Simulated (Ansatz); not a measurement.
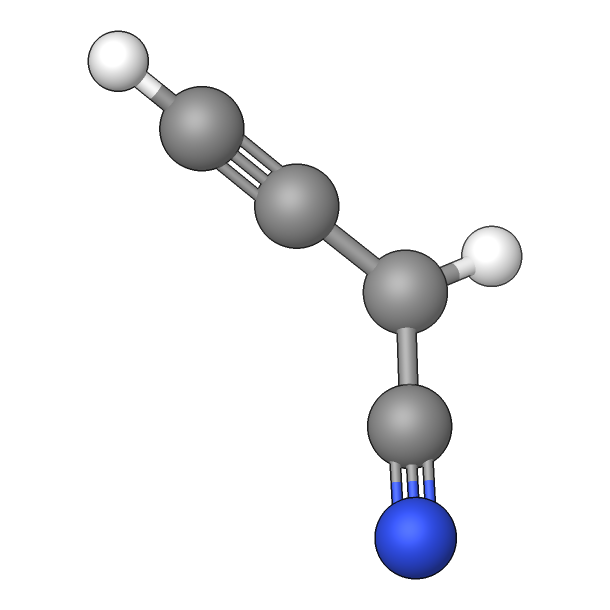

A ball-and-stick model of a molecule. Double and triple bonds are drawn as two and three sticks. Colours: carbon grey, nitrogen blue, hydrogen white.

State: neutral, doublet. The computed structure is the end point of a PBE0-D4/def2-TZVP optimisation.

Identify the structure.

It has 7 atoms: 4 carbon, 2 hydrogen and 1 nitrogen (C₄H₂N). Its SMILES string is `C#C[CH]C#N`. It has no ring. Among its groups: nitrile, alkyne. This geometry has Cs symmetry. It is an open-shell species. All atoms lie on one plane. Coordination: 3 C linear; 1 C trigonal planar.

The parts below concern this one geometry. Atoms keep their numbers from picture to picture.

## Geometry

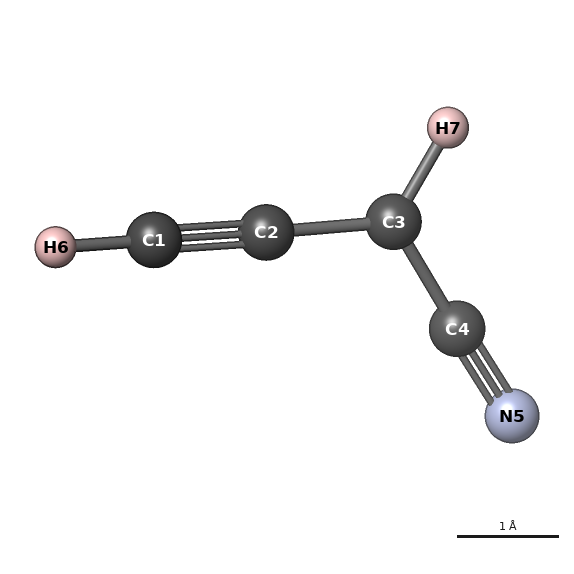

Numbered structure.

Give the bond lengths.

```tsv
bond	length (Å)	order
C1–C2	1.214	triple
C1–H6	1.065	single
C2–C3	1.376	single
C3–C4	1.397	single
C3–H7	1.085	single
C4–N5	1.158	triple
```

## Thermal motion

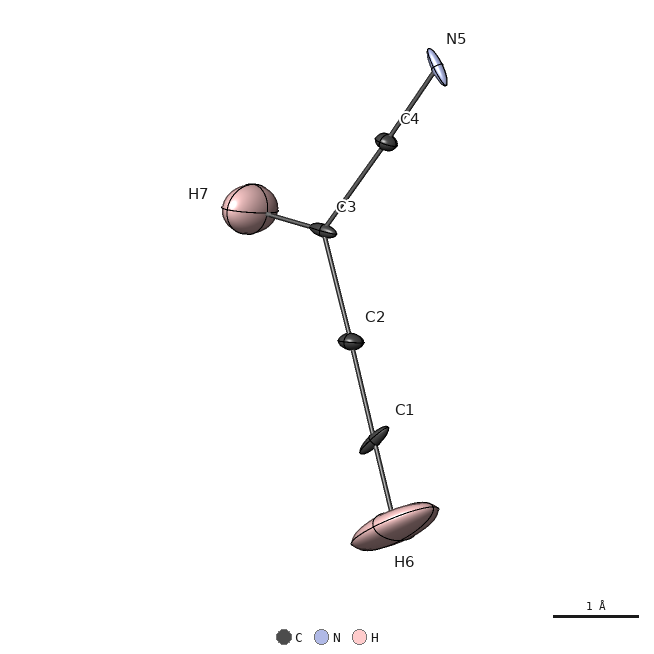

Displacement ellipsoids at the 50 % level, enlarged 1.5 times, from the internal vibrations of the free molecule (harmonic, no overall translation or rotation; no half-axis is drawn under 0.075 Å). Vibrations computed with UKS PBE0-D4/def2-TZVP (Ansatz 0.2.0). Temperature: 400 K.

> Which atom has the largest mean-square displacement?

H6, with U_eq = 0.0363 Å².

> Does H6 move more along its bond or across it?

Across it: the root-mean-square amplitude is 0.083 Å along the bond and up to 0.256 Å across, since bending and torsion are softer than stretching.

List U_eq and the three principal root-mean-square amplitudes for each kind of atom.

| atom | U_eq (Å²) | rms amplitudes (Å) |
| --- | --- | --- |
| C1 | 0.0047 | 0.029, 0.037, 0.109 |
| C2 | 0.0036 | 0.043, 0.064, 0.069 |
| C3 | 0.0030 | 0.029, 0.033, 0.084 |
| C4 | 0.0030 | 0.042, 0.060, 0.061 |
| N5 | 0.0045 | 0.027, 0.031, 0.108 |
| H6 | 0.0363 | 0.078, 0.193, 0.256 |
| H7 | 0.0230 | 0.108, 0.129, 0.202 |

## Dipole moment

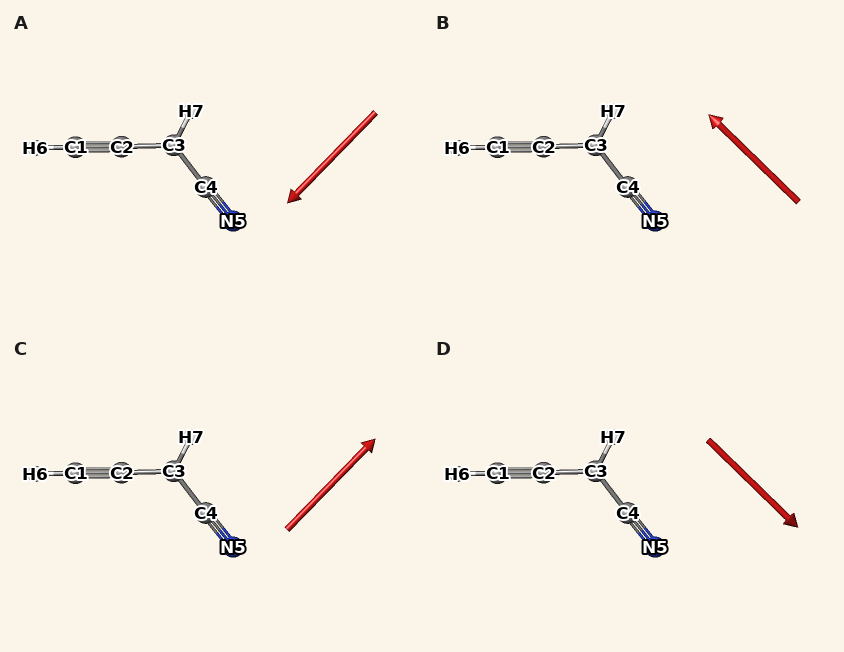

The same molecule four times, each with an arrow. Properties computed with UKS PBE0-D4/def2-TZVP (Ansatz 0.2.0).

> Which arrow points along the dipole moment, from the negative to the positive end?

B. The dipole moment is 3.90 D; it points from the side of N5 to the side of H6 (the outermost atoms at the two ends).

## Vibrations

Harmonic vibrations computed with UKS PBE0-D4/def2-TZVP (Ansatz 0.2.0) at a stationary point of the same level.

> How many vibrational modes are there, and where do they lie?

15 modes: 145, 362, 375, 413, 574, 615, 670, 681, 969, 1134, 1380, 2062, 2253, 3190, 3469 cm⁻¹.
